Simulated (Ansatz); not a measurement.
# CH₄ClFO₂Si: one species, many methods, part 2 of 2

Ansatz 0.2.0, Gaussian basis; functionals in def2-TZVPP, the program's frozen cores in correlated methods. The steps go on from the part before.

### 14 CAM-B3LYP-D4 (range-separated)

in.yaml

```yaml
crystal:
  periodic: [false, false, false]
  atoms:
    - {symbol: C, position_ang: [-1.185316, -1.004072, 0.532363]}
    - {symbol: O, position_ang: [-0.509739, 0.216533, 0.778169]}
    - {symbol: Si, position_ang: [0.799839, 0.736015, 0.011060]}
    - {symbol: O, position_ang: [0.555644, 0.639267, -1.587387]}
    - {symbol: F, position_ang: [2.074897, -0.131475, 0.386104]}
    - {symbol: Cl, position_ang: [1.180640, 2.624557, 0.630272]}
    - {symbol: H, position_ang: [-0.580458, -1.854722, 0.857941]}
    - {symbol: H, position_ang: [-1.422625, -1.115352, -0.528718]}
    - {symbol: H, position_ang: [-2.112401, -0.990056, 1.105207]}
    - {symbol: H, position_ang: [1.282619, 0.828205, -2.182113]}
basis:
  gaussian: {orbitals: def2-TZVPP}
hamiltonian: {xc: {name: CAM-B3LYP}, dispersion: d4}
output: {orbitals: {seedname: orbitals}}
```

On the command line:

```
ansatz run in.yaml --threads 4 --pin off --events-out ev --progress --plain --max-ram 10444MiB
```

The program printed, cut to the lines that bear on the results:

```text
Functional definition: CAM-B3LYP
  name "CAM-B3LYP"
  cite "Yanai, Tew & Handy, Chem. Phys. Lett. 393, 51 (2004) doi:10.1016/j.cplett.2004.06.011"
  cite "Iikura, Tsuneda, Yanai & Hirao, J. Chem. Phys. 115, 3540 (2001) doi:10.1063/1.1383587"
  cite "Becke, Phys. Rev. A 38, 3098 (1988) doi:10.1103/PhysRevA.38.3098"
  cite "Lee, Yang & Parr, Phys. Rev. B 37, 785 (1988) doi:10.1103/PhysRevB.37.785"
  cite "Vosko, Wilk & Nusair, Can. J. Phys. 58, 1200 (1980) doi:10.1139/p80-159"
[...]
  # Exact exchange under (alpha + beta erf(omega r))/r, Becke's under what is left of 1/r.
[...]
1478 factors; their error is unknown
317 factors; integrals over basis functions are off by at most 1.4e-5 eV
[...]
mean field -28321.88397920 eV, -1040.8100389732 hartree, gradient 6.5e-5 eV, S^2 0.000000; 0 other end points of the search recorded, 0 dependent functions left out
reference -28321.88411428 eV, -1040.8100439373 hartree; 33, 33 occupied and 231, 231 virtual orbitals, 1478 factors
Total energy: -28322.09621979 eV, -1040.8178386708 hartree
```

Run time: 4.3 s. Hardware: 4 threads of Arm Neoverse V1, shared host; peak memory 0.85 GiB.

Atomisation energy: 42.155 eV (free atoms -28279.942 eV, run apart). HOMO -10.44 eV, LUMO 1.29 eV.

### 15 LC-ωPBE (range-separated)

in.yaml: that of step 14 with these lines changed.

```diff
@@ -15,3 +15,3 @@
   gaussian: {orbitals: def2-TZVPP}
-hamiltonian: {xc: {name: CAM-B3LYP}, dispersion: d4}
+hamiltonian: {xc: {name: LC-wPBE}}
 output: {orbitals: {seedname: orbitals}}
```

The command is unchanged.

The program printed, cut to the lines that bear on the results:

```text
Functional definition: LC-wPBE
  name "LC-wPBE"
  cite "Vydrov & Scuseria, J. Chem. Phys. 125, 234109 (2006) doi:10.1063/1.2409292"
  cite "Heyd & Scuseria, J. Chem. Phys. 120, 7274 (2004) doi:10.1063/1.1668634"
  cite "Ernzerhof & Perdew, J. Chem. Phys. 109, 3313 (1998) doi:10.1063/1.476928"
  cite "Perdew, Burke & Ernzerhof, Phys. Rev. Lett. 77, 3865 (1996) doi:10.1103/PhysRevLett.77.3865"
  parent pbe
[...]
1456 factors; their error is unknown
410 factors; integrals over basis functions are off by at most 2.8e-5 eV
[...]
mean field -28313.26094891 eV, -1040.4931484550 hartree, gradient 8.5e-5 eV, S^2 0.000000; 0 other end points of the search recorded, 0 dependent functions left out
reference -28313.26094892 eV, -1040.4931484553 hartree; 33, 33 occupied and 231, 231 virtual orbitals, 1456 factors
Total energy: -28313.26094892 eV, -1040.4931484553 hartree
```

Run time: 2.9 s. Hardware: 4 threads of Arm Neoverse V1, shared host; peak memory 0.52 GiB.

With the free atoms at this level, -28271.425 eV in sum, the atomisation energy is 41.836 eV. HOMO -11.82 eV, LUMO 2.68 eV.

### 16 ωB97X-V (range-separated)

in.yaml: that of step 15 with these lines changed.

```diff
@@ -15,3 +15,3 @@
   gaussian: {orbitals: def2-TZVPP}
-hamiltonian: {xc: {name: LC-wPBE}}
+hamiltonian: {xc: {name: wB97X-V}}
 output: {orbitals: {seedname: orbitals}}
```

Same command.

The program printed, cut to the lines that bear on the results:

```text
Functional definition: wB97X-V
  name "wB97X-V"
  cite "Mardirossian & Head-Gordon, Phys. Chem. Chem. Phys. 16, 9904 (2014) doi:10.1039/C3CP54374A"
  cite "Becke, J. Chem. Phys. 107, 8554 (1997) doi:10.1063/1.475007"
  cite "Vydrov & Van Voorhis, J. Chem. Phys. 133, 244103 (2010) doi:10.1063/1.3521275"
[...]
      + integral(e_c_pw_opposite_spin*poly(b97_u_opposite, cos0, cos1)) + vv10(b, c)
1475 factors; their error is unknown
295 factors; integrals over basis functions are off by at most 2.6e-5 eV
[...]
mean field -28317.92923739 eV, -1040.6647048922 hartree, gradient 3.8e-5 eV, S^2 0.000000; 0 other end points of the search recorded, 0 dependent functions left out
reference -28317.92923544 eV, -1040.6647048205 hartree; 33, 33 occupied and 231, 231 virtual orbitals, 1475 factors
Total energy: -28317.92923544 eV, -1040.6647048205 hartree
```

Wall time 9.5 s (4 threads of Arm Neoverse V1, shared host); peak memory 0.91 GiB.

With the free atoms at this level, -28275.797 eV in sum, the atomisation energy is 42.132 eV. HOMO -11.47 eV, LUMO 2.46 eV.

### 17 ωB97M-V (range-separated)

in.yaml: that of step 16 with these lines changed.

```diff
@@ -15,3 +15,3 @@
   gaussian: {orbitals: def2-TZVPP}
-hamiltonian: {xc: {name: wB97X-V}}
-output: {orbitals: {seedname: orbitals}}
+hamiltonian: {xc: {name: wB97M-V}}
+output: {forces: true, orbitals: {seedname: orbitals}}
```

Launched as before.

The program printed, cut to the lines that bear on the results:

```text
Functional definition: wB97M-V
  name "wB97M-V"
  cite "Mardirossian & Head-Gordon, J. Chem. Phys. 144, 214110 (2016) doi:10.1063/1.4952647"
  cite "Becke, J. Chem. Phys. 107, 8554 (1997) doi:10.1063/1.475007"
  cite "Vydrov & Van Voorhis, J. Chem. Phys. 133, 244103 (2010) doi:10.1063/1.3521275"
  # Of w^i u^j: cxij and so on, Table III.
[...]
  gx(w, u) = 1 - cx + cx01*u + cx10*w
  gss(w, u) = css00 + css04*u^4 + css10*w + css20*w^2 + css43*w^4*u^3
  gos(w, u) = cos00 + cos10*w + (cos20 + cos21*u)*w^2 + (cos60 + cos61*u)*w^6
[...]
      + integral(e_c_pw_mod_opposite_spin*gos(b97_w_opposite, b97_u_opposite)) + vv10(b, c)
1475 factors; their error is unknown
295 factors; integrals over basis functions are off by at most 2.6e-5 eV
[...]
Atom 0 at    -1.185316    -1.004072     0.532363 Å, force    -0.156931    -0.274755    -0.049511 eV/Å
Atom 1 at    -0.509739     0.216533     0.778169 Å, force     0.037949     0.174353     0.083417 eV/Å
Atom 2 at     0.799839     0.736015     0.011060 Å, force    -0.050823     0.067284     0.040724 eV/Å
Atom 3 at     0.555644     0.639267    -1.587387 Å, force     0.017520     0.000086    -0.127460 eV/Å
Atom 4 at     2.074897    -0.131475     0.386104 Å, force     0.115395    -0.084754     0.035599 eV/Å
Atom 5 at     1.180640     2.624557     0.630272 Å, force     0.015963     0.051729     0.012105 eV/Å
Atom 6 at    -0.580458    -1.854722     0.857941 Å, force    -0.050453     0.075471    -0.029044 eV/Å
Atom 7 at    -1.422625    -1.115352    -0.528718 Å, force     0.022174     0.012491     0.088209 eV/Å
Atom 8 at    -2.112401    -0.990056     1.105207 Å, force     0.082382    -0.011753    -0.056709 eV/Å
Atom 9 at     1.282619     0.828205    -2.182113 Å, force    -0.033175    -0.010151     0.002670 eV/Å
Dipole moment:    -0.084390    -0.248528    -0.306633 e Å
```

Wall time 14 s (4 threads of Arm Neoverse V1, shared host); peak memory 1 GiB.

Atomisation energy: 42.216 eV (free atoms -28278.076 eV, run apart). HOMO -11.37 eV, LUMO 2.02 eV.

### 18 B2PLYP (double hybrid)

in.yaml: that of step 17 with these lines changed.

```diff
@@ -15,3 +15,2 @@
   gaussian: {orbitals: def2-TZVPP}
-hamiltonian: {xc: {name: wB97M-V}}
-output: {forces: true, orbitals: {seedname: orbitals}}
+hamiltonian: {xc: {name: B2PLYP}}
```

Launched as before.

The program printed, cut to the lines that bear on the results:

```text
Functional definition: B2PLYP
  name "B2PLYP"
  cite "Grimme, J. Chem. Phys. 124, 034108 (2006) doi:10.1063/1.2148954"
  cite "Becke, Phys. Rev. A 38, 3098 (1988) doi:10.1103/PhysRevA.38.3098"
  cite "Lee, Yang & Parr, Phys. Rev. B 37, 785 (1988) doi:10.1103/PhysRevB.37.785"
[...]
1608 factors; integrals over basis functions are off by at most 1.2e-3 eV
[...]
mean field -28301.45511265 eV, -1040.0592919744 hartree, gradient 9.2e-6 eV, S^2 0.000000; 0 other end points of the search recorded, 0 dependent functions left out
14 core orbitals not correlated: weight in the atoms' cores, before any rotation towards them, 1.000 or more for the frozen orbitals, at most 0.000 for the correlated occupied ones
reference -28301.45528498 eV, -1040.0592983075 hartree; 19, 19 occupied and 231, 231 virtual orbitals, 1608 factors
second order -38.94642848 eV of doubles, -0.00000000 eV of singles
Total energy: -28311.97082067 eV, -1040.4457371164 hartree
```

Wall time 6.5 s (4 threads of Arm Neoverse V1, shared host); peak memory 0.73 GiB.

With the free atoms at this level, -28270.431 eV in sum, the atomisation energy is 41.540 eV.

### 19 PBE-QIDH (double hybrid)

in.yaml: that of step 18 with these lines changed.

```diff
@@ -15,2 +15,2 @@
   gaussian: {orbitals: def2-TZVPP}
-hamiltonian: {xc: {name: B2PLYP}}
+hamiltonian: {xc: {name: PBE-QIDH}}
```

Launched as before.

The program printed, cut to the lines that bear on the results:

```text
Functional definition: PBE-QIDH
  name "PBE-QIDH"
  cite "Brémond, Sancho-García, Pérez-Jiménez & Adamo, J. Chem. Phys. 141, 031101 (2014) doi:10.1063/1.4890314"
  cite "Perdew, Burke & Ernzerhof, Phys. Rev. Lett. 77, 3865 (1996) doi:10.1103/PhysRevLett.77.3865"
[...]
1608 factors; integrals over basis functions are off by at most 1.2e-3 eV
[...]
mean field -28290.46157487 eV, -1039.6552869130 hartree, gradient 3.0e-6 eV, S^2 0.000000; 0 other end points of the search recorded, 0 dependent functions left out
14 core orbitals not correlated: weight in the atoms' cores, before any rotation towards them, 1.000 or more for the frozen orbitals, at most 0.000 for the correlated occupied ones
reference -28290.46158663 eV, -1039.6552873452 hartree; 19, 19 occupied and 231, 231 virtual orbitals, 1608 factors
second order -36.30845005 eV of doubles, -0.00000000 eV of singles
Total energy: -28302.56440332 eV, -1040.1000576547 hartree
```

It took 6.5 s on 4 threads of Arm Neoverse V1, shared host; peak memory 0.73 GiB.

With the free atoms at this level, -28260.889 eV in sum, the atomisation energy is 41.676 eV.

### 20 Frontier levels by functional

Dipoles come from the runs that computed forces. Levels are read from the orbital files that the runs wrote:

```csv
functional,HOMO (eV),LUMO (eV),gap (eV),dipole (D)
LDA (SPW92),-7.48,-0.66,6.82,
PBE-D4,-7.33,-0.44,6.90,1.88
revPBE-D4,-7.27,-0.33,6.95,
BLYP-D4,-7.24,-0.45,6.78,
r2SCAN-D4,-7.70,0.21,7.90,1.94
B97M-V,-7.81,-0.12,7.69,
PBE0-D4,-8.97,0.50,9.47,
B3LYP-D4,-8.71,0.12,8.83,1.93
r2SCANh-D4,-8.31,0.50,8.81,
r2SCAN0-D4,-9.22,0.92,10.14,
HSE06-D4,-8.56,0.12,8.69,
BHLYP-D4,-10.52,1.19,11.70,
CAM-B3LYP-D4,-10.44,1.29,11.74,
LC-ωPBE,-11.82,2.68,14.51,
ωB97X-V,-11.47,2.46,13.94,
ωB97M-V,-11.37,2.02,13.40,1.94
```

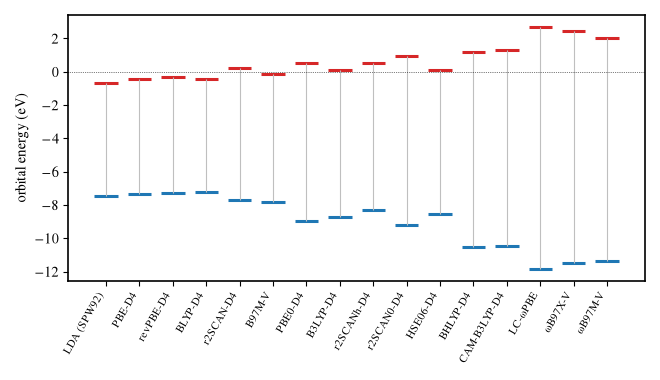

Highest occupied (blue) and lowest empty (red) level by functional.

### 21 CCSD(T) in def2-SVP

in.yaml: that of step 19 with these lines changed.

```diff
@@ -14,3 +14,3 @@
 basis:
-  gaussian: {orbitals: def2-TZVPP}
-hamiltonian: {xc: {name: PBE-QIDH}}
+  gaussian: {orbitals: def2-SVP}
+correlation: {method: ccsd_t}
```

Same command.

The program printed, cut to the lines that bear on the results:

```text
Functional definition: HF
  name "HF"
  cite "Fock, Z. Phys. 61, 126 (1930) doi:10.1007/BF01340294"
  parent pbe
[...]
1060 factors; integrals over basis functions are off by at most 1.3e-3 eV
[...]
mean field -28232.90192221 eV, -1037.5400086929 hartree, gradient 1.6e-6 eV, S^2 0.000000; 0 other end points of the search recorded, 0 dependent functions left out
14 core orbitals not correlated: weight in the atoms' cores, before any rotation towards them, 1.000 or more for the frozen orbitals, at most 0.000 for the correlated occupied ones
reference -28232.90192221 eV, -1037.5400086929 hartree; 19, 19 occupied and 79, 79 virtual orbitals, 1060 factors
second order -24.82273337 eV of doubles, -0.00000000 eV of singles
cycle   1  -25.27679003 eV  change   -4.5e-1 eV  update   1.0e-1
[...]
cycle   8  -25.90248390 eV  change    4.1e-5 eV  update   2.4e-5
perturbative correction -0.53035954 eV, -0.0194903537 hartree
Total energy: -28259.33476565 eV, -1038.5113977725 hartree
```

It took 8 s on 4 threads of Arm Neoverse V1, shared host; peak memory 0.57 GiB.

### 22 CCSD(T) in def2-TZVPP

in.yaml: that of step 21 with these lines changed.

```diff
@@ -14,3 +14,4 @@
 basis:
-  gaussian: {orbitals: def2-SVP}
+  gaussian: {orbitals: def2-TZVPP}
 correlation: {method: ccsd_t}
+output: {orbitals: {seedname: orbitals}}
```

The command is unchanged.

The program printed, cut to the lines that bear on the results:

```text
Functional definition: HF
  name "HF"
  cite "Fock, Z. Phys. 61, 126 (1930) doi:10.1007/BF01340294"
  parent pbe
[...]
1608 factors; integrals over basis functions are off by at most 1.2e-3 eV
[...]
mean field -28250.45511056 eV, -1038.1850764670 hartree, gradient 3.4e-6 eV, S^2 0.000000; 0 other end points of the search recorded, 0 dependent functions left out
14 core orbitals not correlated: weight in the atoms' cores, before any rotation towards them, 1.000 or more for the frozen orbitals, at most 0.000 for the correlated occupied ones
reference -28250.45511056 eV, -1038.1850764670 hartree; 19, 19 occupied and 231, 231 virtual orbitals, 1608 factors
second order -32.50465354 eV of doubles, -0.00000000 eV of singles
cycle   1  -32.63386468 eV  change   -1.3e-1 eV  update   1.1e-1
[...]
cycle   9  -33.42107814 eV  change   -9.2e-6 eV  update   1.3e-5
perturbative correction -1.18699897 eV, -0.0436214075 hartree
Total energy: -28285.06318767 eV, -1039.4568998424 hartree
```

Wall time 4.7 min (4 threads of Arm Neoverse V1, shared host); peak memory 6.7 GiB.

### 23 MP2 in def2-QZVPP

in.yaml: that of step 22 with these lines changed.

```diff
@@ -14,4 +14,3 @@
 basis:
-  gaussian: {orbitals: def2-TZVPP}
-correlation: {method: ccsd_t}
-output: {orbitals: {seedname: orbitals}}
+  gaussian: {orbitals: "def2-QZVPP.json"}
+correlation: {method: mp2}
```

Launched as before.

The program printed:

```text
Functional definition: HF
  name "HF"
  cite "Fock, Z. Phys. 61, 126 (1930) doi:10.1007/BF01340294"
  parent pbe
  exchange = exact_x
  correlation = 0
2955 factors; integrals over basis functions are off by at most 7.5e-4 eV
mean field evaluation 1: about -28246.8285 eV, gradient 5.1e1 eV
mean field evaluation 2: about -28246.9958 eV, gradient 5.1e1 eV
mean field evaluation 4: about -28251.4096 eV, gradient 3.4e0 eV
mean field evaluation 8: about -28251.4545 eV, gradient 2.7e-1 eV
mean field -28251.45470018 eV, -1038.2218107078 hartree, gradient 2.3e-6 eV, S^2 0.000000; 0 other end points of the search recorded, 0 dependent functions left out
14 core orbitals not correlated: weight in the atoms' cores, before any rotation towards them, 1.000 or more for the frozen orbitals, at most 0.000 for the correlated occupied ones
reference -28251.45470018 eV, -1038.2218107078 hartree; 19, 19 occupied and 455, 455 virtual orbitals, 2955 factors
second order -35.34641596 eV of doubles, -0.00000000 eV of singles
Total energy: -28286.80111614 eV, -1039.5207675358 hartree
```

Run time: 24 s. Hardware: 4 threads of Arm Neoverse V1, shared host; peak memory 3 GiB.

Energy pieces by basis (eV):

```csv
basis,HF,MP2 correlation,CCSD correlation,(T),total
def2-SVP,-28232.9019,-24.8227,-25.9025,-0.5304,-28259.3348
def2-TZVPP,-28250.4551,-32.5047,-33.4211,-1.1870,-28285.0632
def2-QZVPP,-28251.4547,-35.3464,,,-28286.8011 (MP2)
```

The report of the def2-TZVPP run gives T1 = 0.0107.

### 24 Extrapolating to the complete basis

This step is arithmetic on the last runs, with X = 3 and 4: exp(−7.88√X) for Hartree-Fock, X^−2.97 for correlation; only MP2 was run in the larger set, so CCSD(T) minus MP2 is added from the smaller one.

```csv
level,energy at the limit (eV)
HF,-28251.5924
MP2,-28289.0438
CCSD,-28289.9602
CCSD(T),-28291.1472
```

### 25 RPA on PBE orbitals

in.yaml: that of step 23 with these lines changed.

```diff
@@ -14,3 +14,4 @@
 basis:
-  gaussian: {orbitals: "def2-QZVPP.json"}
-correlation: {method: mp2}
+  gaussian: {orbitals: def2-TZVPP}
+hamiltonian: {xc: pbe}
+correlation: {method: rpa}
```

The command is unchanged.

The program printed, cut to the lines that bear on the results:

```text
Functional definition: PBE
  name "PBE"
  cite "Perdew, Burke & Ernzerhof, Phys. Rev. Lett. 77, 3865 (1996) doi:10.1103/PhysRevLett.77.3865"
  parent pbe
[...]
1608 factors; integrals over basis functions are off by at most 1.2e-3 eV
[...]
mean field -28305.90197777 eV, -1040.2227112536 hartree, gradient 1.2e-6 eV, S^2 0.000000; 0 other end points of the search recorded, 0 dependent functions left out
14 core orbitals not correlated: weight in the atoms' cores, before any rotation towards them, 1.000 or more for the frozen orbitals, at most 0.000 for the correlated occupied ones
reference -28248.45571799 eV, -1038.1116001452 hartree; 19, 19 occupied and 231, 231 virtual orbitals, 1608 factors
Total energy: -28299.17610450 eV, -1039.9755399700 hartree
```

Wall time 6.5 s (4 threads of Arm Neoverse V1, shared host); peak memory 0.64 GiB.

RPA correlation: -50.720 eV. No RPA run of the hydrogen atom was made, so RPA has no atomisation energy below.

### 26 Atomisation energies

Atomisation energy = energies of 1 C, 2 O, 1 Si, 1 F, 1 Cl, 4 H (separate runs, same level) minus the molecule's; electronic only, no spin-orbit term.

Differences are taken before rounding.

```csv
method,rung,"atoms, summed (eV)",atomisation energy (eV),from CCSD(T)/CBS (eV),time
LDA (SPW92),LDA,-28146.791,48.379,+6.105,1.4 s
PBE-D4,GGA,-28263.493,42.656,+0.382,2.8 s
revPBE-D4,GGA,-28275.921,41.438,-0.836,2.3 s
BLYP-D4,GGA,-28280.676,41.795,-0.479,2.6 s
r2SCAN-D4,meta-GGA,-28276.323,42.186,-0.087,6 s
B97M-V,meta-GGA,-28274.077,42.128,-0.146,11 s
PBE0-D4,hybrid,-28266.366,41.744,-0.530,3.6 s
B3LYP-D4,hybrid,-28283.240,41.741,-0.533,6 s
r2SCANh-D4,hybrid,-28276.181,41.827,-0.446,6.5 s
r2SCAN0-D4,hybrid,-28275.986,41.309,-0.965,6 s
HSE06-D4,hybrid,-28265.585,41.776,-0.498,3.9 s
BHLYP-D4,hybrid,-28280.085,40.387,-1.886,4 s
CAM-B3LYP-D4,range-separated,-28279.942,42.155,-0.119,4.3 s
LC-ωPBE,range-separated,-28271.425,41.836,-0.437,2.9 s
ωB97X-V,range-separated,-28275.797,42.132,-0.142,9.5 s
ωB97M-V,range-separated,-28278.076,42.216,-0.058,14 s
B2PLYP,double hybrid,-28270.431,41.540,-0.734,6.5 s
PBE-QIDH,double hybrid,-28260.889,41.676,-0.598,6.5 s
HF/def2-TZVPP,wavefunction,-28219.907,30.548,-11.726,
MP2/def2-TZVPP,wavefunction,-28240.635,42.325,+0.051,
CCSD/def2-TZVPP,wavefunction,-28243.562,40.314,-1.959,
CCSD(T)/def2-SVP,wavefunction,-28220.486,38.849,-3.425,8 s
CCSD(T)/def2-TZVPP,wavefunction,-28244.090,40.973,-1.301,4.7 min
MP2/CBS,wavefunction,-28245.418,43.626,+1.352,
CCSD(T)/CBS,wavefunction,-28248.873,42.274,0,5.1 min
```

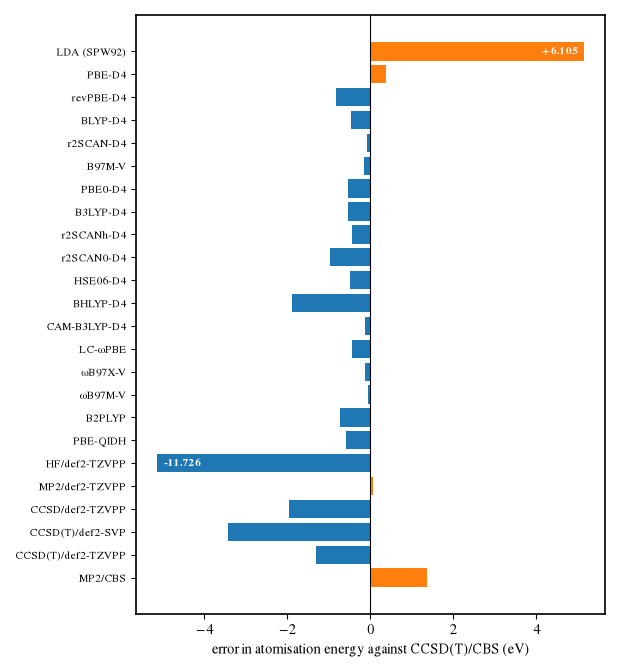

How far each level lands from CCSD(T)/CBS. Bars with a number in them are cut short.

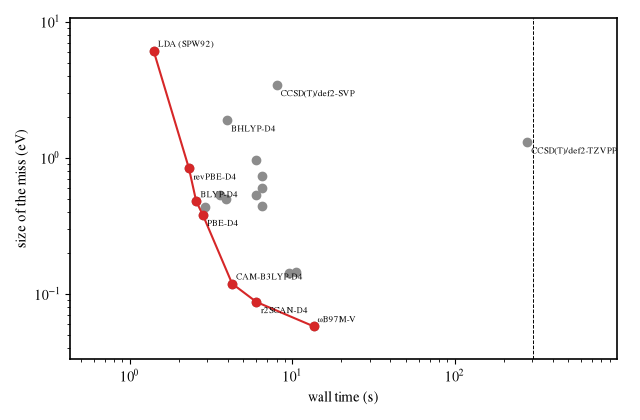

Accuracy for the time spent; red marks the levels that beat every quicker one drawn (of those quicker than the yardstick), and the dashed line is the time of CCSD(T)/CBS. Only those levels and the largest misses are named. Times are from a shared host.

LDA (SPW92), LC-ωPBE, B2PLYP, PBE-QIDH carry no dispersion term (for B3LYP, D4 adds 0.399 eV).

Times are those of the molecule's run; HF, MP2 and CCSD come out of the CCSD(T) runs, and the limit's time is the sum of the runs that it needs.

### 27 What came out

This closing draws on all 2 parts.

```
                               quantity                                              value
        atomisation energy, CCSD(T)/CBS                                          42.274 eV
    functionals within 0.211 eV (0.5 %)  r2SCAN-D4, B97M-V, CAM-B3LYP-D4, ωB97X-V, ωB97M-V
                    farthest beyond LDA                               BHLYP-D4 (-1.886 eV)
                mean size of error, GGA                                           0.566 eV
           mean size of error, meta-GGA                                           0.117 eV
             mean size of error, hybrid                                           0.810 eV
    mean size of error, range-separated                                           0.189 eV
      mean size of error, double hybrid                                           0.666 eV
              gap, smallest and largest              6.78 eV (BLYP-D4), 14.51 eV (LC-ωPBE)
                          T1 diagnostic                                             0.0107
triples share of the correlation energy                                              3.4 %
```

What this shows: The LDA atomisation energy is off by 6.105 eV (14 %): it overbinds. PBE-D4 is off by +0.382 eV. Double hybrids carry the basis error of their MP2 part in triple zeta, and no dispersion term here, so their miss is partly the set-up's. The rungs meta-GGA, range-separated miss on average by less than the doubt on the reference (0.211 eV), so they tie. Misses under about 0.211 eV are within the doubt on the reference itself, which lacks core-valence correlation, relativity and higher excitations. Hartree-Fock recovers 72 % of the binding; the rest is correlation. CCSD(T) in def2-SVP is off by -3.425 eV, more than most functionals: a good method in a small basis is no reference. Orbital gaps span 6.8 to 14.5 eV; exact exchange widens them.

For cost: ωB97M-V gets within 0.058 eV in 14 s, where CCSD(T)/CBS took 5.1 min; the quickest level in the cost chart, LDA (SPW92), takes 1.4 s and misses by 6.105 eV.
